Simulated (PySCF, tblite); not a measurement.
# C4H4FO2S radical: geometry, infrared bands and EPR parameters

Aim: predict the infrared bands and EPR parameters of C4H4FO2S radical (`C[C]1OC(=S)O[C@H]1F`).

Programs: tblite 0.8.0 and PySCF 2.14.0, with density-fitted response routines of our own. Each step states its level of theory. These are calculated values for one molecule in the gas phase, unless marked as measured. Atoms are numbered from 0 throughout.

### 1 The molecule as given

12 atoms, charge 0, multiplicity 2; geometry from: force field or distance geometry start.

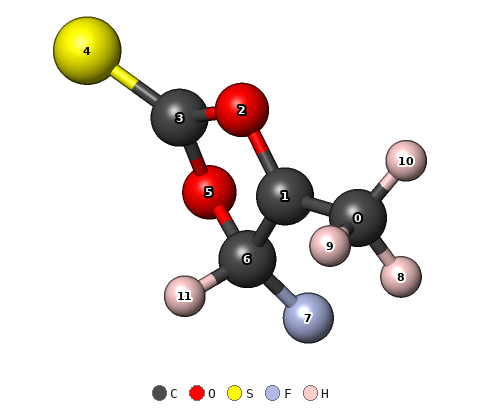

The starting geometry (carbon dark grey, oxygen red, sulfur yellow, fluorine light blue, hydrogen pink), atoms numbered.

### 2 Relaxing the molecule with GFN2-xTB

The job: settings as JSON, then the geometry in Å.

```
{"job": {"kind": "relax", "xc": "GFN2-xTB", "basis": "xTB"}, "charge": 0, "multiplicity": 2}
C     -1.631400    -0.489900     0.349300
C     -0.267300    -0.238800     0.099300
O      0.724000    -1.216200     0.110800
C      1.887800    -0.550400    -0.281000
S      3.441900    -1.060500     0.008200
O      1.490400     0.615000    -0.938400
C      0.301900     1.057900    -0.283600
F     -0.472700     1.850900    -1.052400
H     -2.264600     0.300200    -0.148200
H     -1.868200    -0.382900     1.448000
H     -2.018900    -1.474200     0.030400
H      0.678300     1.588300     0.631500
```

On the command line:

```console
> OMP_NUM_THREADS=1 python probes_run.py task.json out
```

This one command runs all jobs of the session in turn.

Log:

```text
step      E/eV     max force
  0    -724.71376    3.185
  1    -725.01294    1.019
  2    -725.10692    0.710
  3    -725.15385    0.492
  4    -725.18130    0.395
  5    -725.19671    0.442
  6    -725.22433    0.508
  7    -725.26845    0.761
  8    -725.32817    0.876
  9    -725.38349    0.870
 10    -725.44737    0.673
 11    -725.49102    0.587
 12    -725.53527    0.469
 13    -725.56210    0.402
 14    -725.57622    0.574
 15    -725.58903    0.353
 16    -725.59692    0.237
 17    -725.60340    0.121
 18    -725.60513    0.112
 19    -725.60658    0.090
 20    -725.60736    0.075
 21    -725.60794    0.062
 22    -725.60829    0.058
 23    -725.60866    0.059
 24    -725.60913    0.065
 25    -725.60966    0.073
 26    -725.61012    0.055
 27    -725.61046    0.044
 28    -725.61073    0.038
 29    -725.61095    0.035
 30    -725.61111    0.029
 31    -725.61122    0.027
 32    -725.61132    0.026
 33    -725.61141    0.023
 34    -725.61149    0.022
 35    -725.61157    0.025
 36    -725.61165    0.030
 37    -725.61172    0.023
 38    -725.61177    0.017
 39    -725.61180    0.014
 40    -725.61182    0.015
 41    -725.61184    0.019
 42    -725.61188    0.018
 43    -725.61193    0.025
 44    -725.61199    0.031
 45    -725.61208    0.035
 46    -725.61223    0.037
 47    -725.61243    0.039
 48    -725.61266    0.047
 49    -725.61286    0.044
 50    -725.61304    0.036
 51    -725.61320    0.030
 52    -725.61332    0.025
 53    -725.61339    0.023
 54    -725.61346    0.021
 55    -725.61354    0.028
 56    -725.61362    0.027
 57    -725.61367    0.018
 58    -725.61371    0.021
 59    -725.61376    0.019
 60    -725.61383    0.027
 61    -725.61390    0.024
 62    -725.61394    0.018
 63    -725.61397    0.018
 64    -725.61400    0.020
 65    -725.61408    0.033
 66    -725.61425    0.049
 67    -725.61459    0.061
 68    -725.61523    0.077
 69    -725.61556    0.157
 70    -725.61407    0.290
 71    -725.61651    0.080
 72    -725.61699    0.075
 73    -725.61275    0.414
 74    -725.61763    0.060
 75    -725.61800    0.044
 76    -725.61813    0.127
 77    -725.61855    0.023
 78    -725.61862    0.024
 79    -725.61867    0.025
 80    -725.61869    0.020
 81    -725.61873    0.013
 82    -725.61877    0.015
 83    -725.61887    0.021
 84    -725.61894    0.019
 85    -725.61896    0.014
 86    -725.61898    0.010
```

Run time: 0.5 s. Hardware: 1 thread of Arm Neoverse V1, shared host.

The steps of the relaxation: (not every step is listed)

```tsv
step	energy from step 0 (eV)	largest force (eV/Å)
0	0.0000	3.1849
1	-0.2992	1.0186
2	-0.3932	0.7101
3	-0.4401	0.4917
4	-0.4675	0.3953
5	-0.4830	0.4418
6	-0.5106	0.5076
7	-0.5547	0.7610
8	-0.6144	0.8760
15	-0.8753	0.3527
22	-0.8945	0.0577
29	-0.8972	0.0347
36	-0.8979	0.0297
43	-0.8982	0.0251
50	-0.8993	0.0363
57	-0.8999	0.0181
64	-0.9002	0.0196
71	-0.9027	0.0804
78	-0.9049	0.0240
81	-0.9050	0.0134
82	-0.9050	0.0148
83	-0.9051	0.0206
84	-0.9052	0.0186
85	-0.9052	0.0140
86	-0.9052	0.0099
```

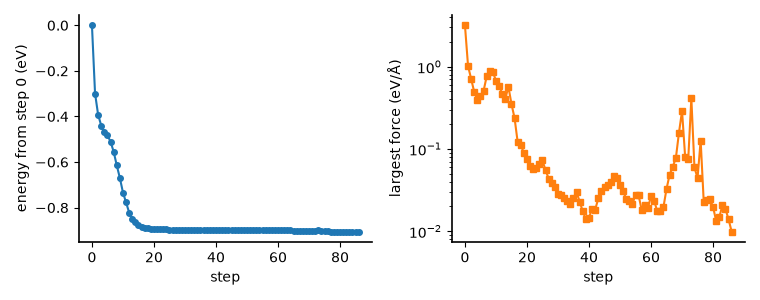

Energy and largest force along the relaxation.

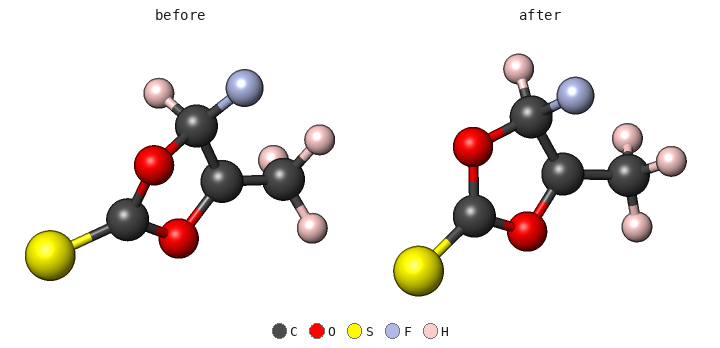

Before and after, at one scale.

Close pairs (by a distance rule), those that changed most:

```tsv
bond	before (Å)	after (Å)	change (Å)
O2–C3	1.397	1.331	-0.066
C0–C1	1.409	1.470	+0.061
C6–F7	1.349	1.404	+0.055
C1–O2	1.392	1.345	-0.047
C3–S4	1.661	1.618	-0.043
O5–C6	1.427	1.384	-0.043
C0–H9	1.129	1.091	-0.038
C0–H8	1.128	1.094	-0.034
```

The next job starts from the end point, and lists it.

### 3 Infrared spectrum with GFN2-xTB

The job: settings as JSON, then the geometry in Å.

```
{"job": {"kind": "ir", "xc": "GFN2-xTB", "basis": "xTB"}, "charge": 0, "multiplicity": 2}
C     -1.670715    -0.513575     0.389343
C     -0.249141    -0.194549     0.191073
O      0.680083    -1.136888    -0.049289
C      1.846150    -0.560671    -0.333101
S      3.215821    -1.357885    -0.657613
O      1.726370     0.796170    -0.270557
C      0.397100     1.124723    -0.069022
F     -0.119274     1.710673    -1.235848
H     -2.268969    -0.155388    -0.453434
H     -2.053281    -0.029187     1.289336
H     -1.787976    -1.589838     0.477727
H      0.285029     1.905729     0.695359
```

Log:

```text
mode    cm-1     km/mol
  1      72.8      1.57
  2      98.8      2.32
  3     108.7      2.49
  4     193.6      0.97
  5     226.3      4.07
  6     298.0      1.00
  7     434.3      7.10
  8     482.0     17.16
  9     521.4      3.22
 10     561.6     11.61
 11     669.9      6.46
 12     819.8    184.34
 13     881.8     12.37
 14     913.2     84.73
 15     966.4     35.24
 16    1008.8      5.68
 17    1050.8     76.52
 18    1091.1    139.30
 19    1194.7    131.99
 20    1231.6     21.02
 21    1259.0     63.64
 22    1265.9     44.12
 23    1357.8     14.14
 24    1387.6     30.54
 25    1423.7     17.78
 26    1446.9     13.00
 27    2895.0     14.68
 28    2942.4      1.01
 29    2984.1      5.30
 30    3062.1      2.74
```

Run time: 0.35 s. Hardware: 1 thread of Arm Neoverse V1, shared host.

Which atoms move in the most intense modes:

```tsv
cm⁻¹	km/mol	atoms
820	184.3	C6 67 %, F7 24 %
913	84.7	C6 49 %, O2 21 %, H11 15 %
966	35.2	H10 29 %, O2 20 %, C0 16 %, H8 14 %
1051	76.5	O5 45 %, C6 42 %, H11 10 %
1091	139.3	C3 42 %, H11 24 %, O2 23 %
1195	132.0	H11 36 %, C3 19 %, C1 12 %, C6 11 %
1259	63.6	C3 64 %, H11 15 %
1266	44.1	H11 74 %
```

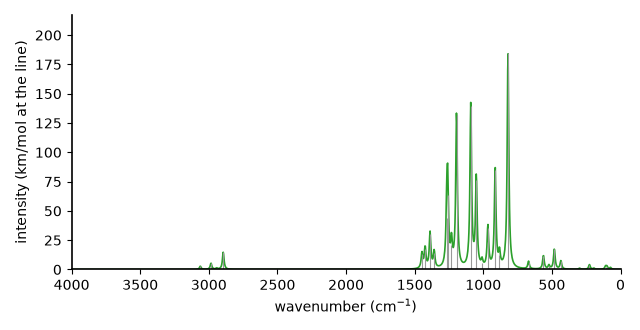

The infrared spectrum from these modes, unscaled. Lines are broadened to a width of 14 cm⁻¹ (Lorentzian).

### 4 EPR parameters: B3LYP/pcH-1

Same as in step 3 but for these lines:

```diff
@@ -1,2 +1,2 @@
-{"job": {"kind": "ir", "xc": "GFN2-xTB", "basis": "xTB"}, "charge": 0, "multiplicity": 2}
+{"job": {"kind": "epr", "basis": "pcH-1"}, "charge": 0, "multiplicity": 2}
 C     -1.670715    -0.513575     0.389343
```

With the program's defaults for keys left out, this is: UKS B3LYP, pcH-1 on C F H O S, non-relativistic, mean-field spin-orbit, GIAO.

Log:

```text
UKS, coarse grid
  cycle   1  E = -803.10017164  |g| = 6.80e-01
  cycle   2  E = -802.73693961  |g| = 1.18e+00
  cycle   3  E = -803.25713708  |g| = 1.72e-01
  cycle   4  E = -803.26745816  |g| = 9.52e-02
  cycle   5  E = -803.27174376  |g| = 1.78e-02
  cycle   6  E = -803.27189303  |g| = 6.29e-03
  cycle   7  E = -803.27191817  |g| = 2.68e-03
  cycle   8  E = -803.27192330  |g| = 1.42e-03
  cycle   9  E = -803.27192450  |g| = 6.02e-04
UKS, final grid
  cycle   1  E = -803.27196797  |g| = 9.35e-04
  cycle   2  E = -803.27196738  |g| = 1.69e-03
  cycle   3  E = -803.27196836  |g| = 1.46e-04
  cycle   4  E = -803.27196837  |g| = 7.26e-05
  cycle   5  E = -803.27196839  |g| = 5.11e-05
  cycle   6  E = -803.27196839  |g| = 1.48e-05
E = -803.27196839 Eh   <S^2> = 0.7568 (exact 0.7500)
g shifts (ppm)      1          2          3
  rmc          -198       -198       -198
  gc             -2         39         67
  oz_so         -36       1868       5799
  total        -236       1709       5668
hyperfine (MHz)  atom isotope    a_iso     a_fc   dipolar eigenvalues
    0   13C     -28.76     -28.77     -2.10      0.29      1.81
    1   13C      95.41      95.45    -75.86    -74.12    149.98
    2   17O     -10.28     -10.36    -32.68     15.51     17.17
    3   13C      -2.97      -2.97     -2.36      0.34      2.02
    4   33S       2.80       2.59    -13.18    -12.54     25.72
    5   17O       2.24       2.24     -2.69     -1.59      4.28
    6   13C      -7.75      -7.74     -1.86      0.41      1.45
    7   19F     265.42     264.61    -94.29    -86.88    181.16
    8    1H     113.85     113.85     -4.76     -2.84      7.60
    9    1H      82.45      82.45     -4.72     -3.96      8.68
   10    1H       3.54       3.54     -4.28     -3.58      7.85
   11    1H      40.94      40.94     -5.66     -2.15      7.81
```

Run time: 72 s. Hardware: 1 thread of Arm Neoverse V1, shared host; peak memory 0.91 GiB.

Principal g values 2.00208, 2.00403, 2.00799; g(iso) = 2.00470, against 2.00232 for a free electron.

Mean a(iso) over the nuclei that a row names, and the largest dipolar term of the row (other rows stand at the frozen geometry):

```tsv
nuclei	isotope	a(iso) (MHz)	a(iso) (G, at g = 2.0023)	largest dipolar term (MHz)
F7	19F	265.4	94.7	181.2
C1	13C	95.4	34.0	150.0
H8, H9, H10	1H	66.6	23.8	8.7
H11	1H	40.9	14.6	7.8
C0	13C	-28.8	-10.3	-2.1
O2	17O	-10.3	-3.7	-32.7
C6	13C	-7.8	-2.8	-1.9
C3	13C	-3.0	-1.1	-2.4
S4	33S	2.8	1.0	25.7
O5	17O	2.2	0.8	4.3
```

Mulliken spin populations:

```tsv
atom	value (e)
C0	-0.07
C1	0.81
O2	0.04
C3	-0.02
S4	0.14
O5	-0.01
C6	-0.02
F7	0.04
H8	0.05
H9	0.03
H10	0.00
H11	0.02
```

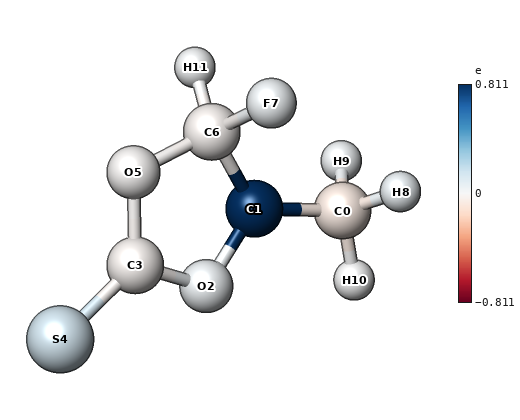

Mulliken spin populations, as colours on the atoms.

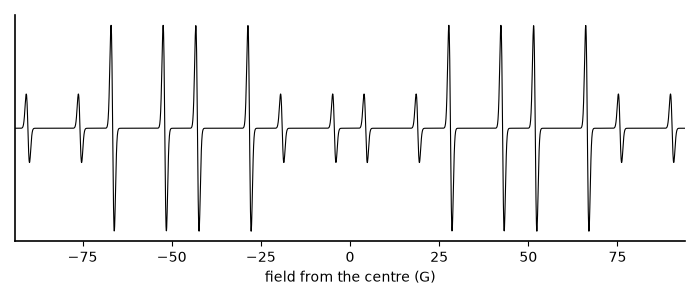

First-order isotropic spectrum (first derivative, main isotopes with spin only, couplings over 0.8 MHz, Gaussian width 0.5 G; couplings of the frozen geometry, rotation of groups not averaged beyond the rows shown).

The fields below are evaluated on a grid from the run's orbitals.

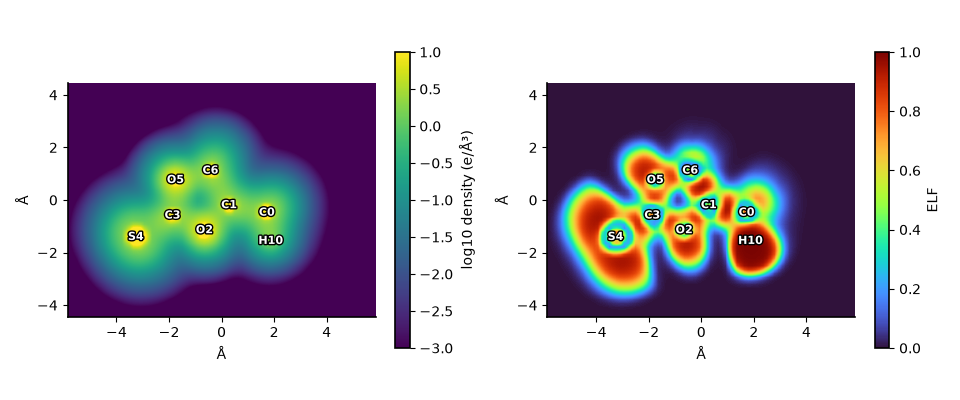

Density (left) and ELF (right) in a plane through or near 8 of the atoms.

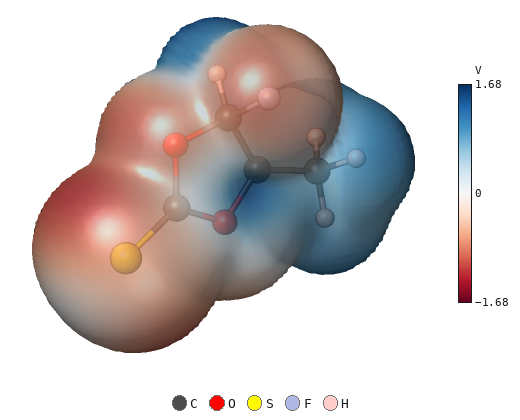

Electrostatic potential on the surface of density 0.002 e/bohr³; red is low, blue high. It runs from -1.12 V near S4 to 1.68 V near H11.

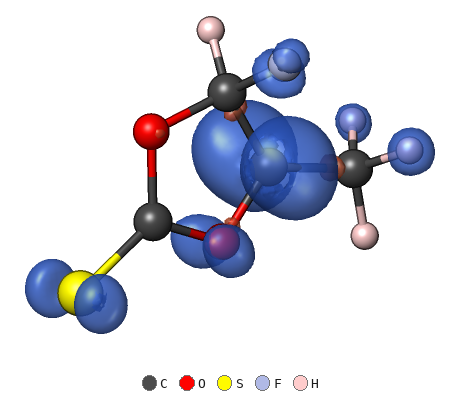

Spin density at ±0.04 e/Å³ (alpha excess blue, beta excess red).

### 5 What came out

```
                                                                  quantity                 value
                                 strongest single infrared mode (GFN2-xTB)  820 cm⁻¹, 184 km/mol
                                              zero-point energy (GFN2-xTB)         47.0 kcal/mol
                                                            g(iso) (B3LYP)               2.00470
                                                                      ⟨S²⟩    0.757 (exact 0.75)
                                        largest a(iso) (averaged by class)  19F on F7, 265.4 MHz
potential on the surface of density 0.002 e/bohr³, 1st and 99th percentile    -1.12 V and 1.68 V
```

What this shows: Relaxing lowered the energy by 0.905 eV in 86 steps; the close pair that moved most is O2–C3, from 1.397 to 1.331 Å. No mode is imaginary among the 30: a minimum at this level. The strongest single mode, at 820 cm⁻¹, moves mainly C6. Unscaled tight-binding wavenumbers are off by several per cent, some by more. Its intensities can rank the bands wrongly. C1 carries the largest spin population, 0.81 e. The isotropic g lies 2.4 ppt above the free-electron value. The conformer search found further structures of the same energy, which may be mirror or relabelled copies of this one.
